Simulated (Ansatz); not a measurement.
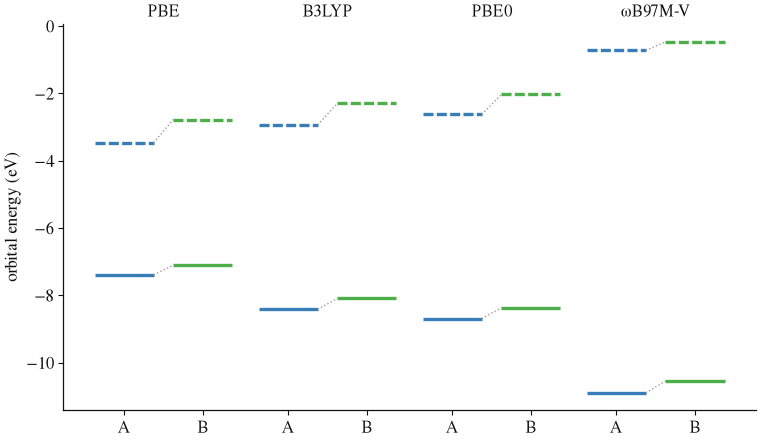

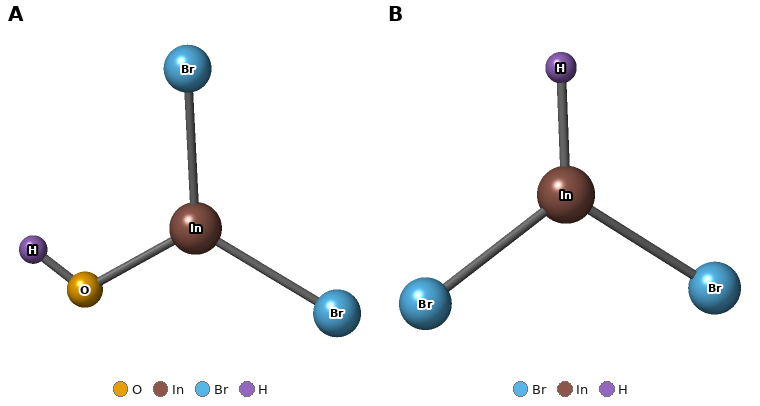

One change: A, InHOBr₂ (SMILES [OH][In]([Br])[Br]), becomes B, InHBr₂ (SMILES [Br][InH][Br]). OH on In is replaced by H. HOMO (solid) and LUMO (dashed) computed in def2-TZVPP at PBE0-D4/def2-TZVP geometries, both minima by their frequencies, gas phase, the Ansatz code 0.2.0.

> What does the change do to HOMO and LUMO?

PBE: the HOMO rises by 0.29 eV, the LUMO rises by 0.69 eV, and the separation goes from 3.92 to 4.33 eV. B3LYP: the HOMO rises by 0.32 eV, the LUMO rises by 0.64 eV, and the separation goes from 5.48 to 5.80 eV. PBE0: the HOMO rises by 0.33 eV, the LUMO rises by 0.59 eV, and the separation goes from 6.07 to 6.33 eV. ωB97M-V: the HOMO rises by 0.35 eV, the LUMO rises by 0.26 eV, and the separation goes from 10.18 to 10.08 eV.

> Do the functionals agree on the effect?

They agree on the direction for both levels; the HOMO shift lies between 0.29 and 0.35 eV and the LUMO shift between 0.26 and 0.69 eV, while the separations themselves differ by up to 6.3 eV between functionals.

Caveats: core potentials past krypton; spin-orbit coupling is left out, and with In it can shift these values.
